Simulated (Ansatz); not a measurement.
## Profile along the Cd–Cd line in Cd (hcp, Mg type)

Cd (hcp, Mg type)

```cif
data_Cd2
_chemical_formula_sum 'Cd2'
_space_group_name_H-M_alt 'P63/mmc'
_space_group_IT_number 194
_space_group_name_Hall '-P 6c 2c'
_cell_length_a 2.96206
_cell_length_b 2.96206
_cell_length_c 5.80108
_cell_angle_alpha 90.000
_cell_angle_beta 90.000
_cell_angle_gamma 120.000
loop_
_atom_site_label
_atom_site_type_symbol
_atom_site_symmetry_multiplicity
_atom_site_Wyckoff_symbol
_atom_site_fract_x
_atom_site_fract_y
_atom_site_fract_z
_atom_site_occupancy
Cd1 Cd 2 d 0.66667 0.33333 0.25000 1
```

Fields along a shortest Cd–Cd line of a (-1 1 0 2) plane (2.96 Å), from Cd to Cd, interpolated on the slice's grid (step about 0.2 Å). Calculation: r2SCAN (plane waves to 500 eV, PAW, scalar-relativistic; Ansatz, an electronic-structure program). k mesh 18×18×8. Inside the PAW spheres the values are not all-electron values, and peaks at nuclei hang on which shells count as valence. Cd was relaxed with its symmetry unable to fall. The PAW data are Ansatz's earlier set.

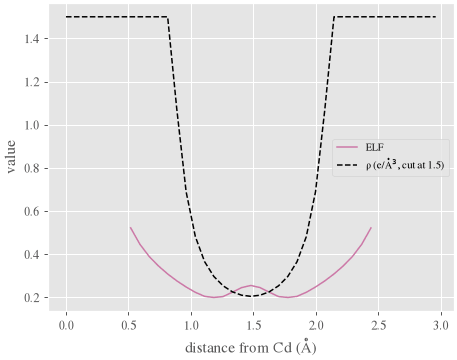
Fig. 1. ELF (away from the nuclei) and valence density from Cd to Cd.

Density on the Cd–Cd line (2.96 Å) at its midpoint: 0.21 e/Å³. ELF at that point: 0.26.
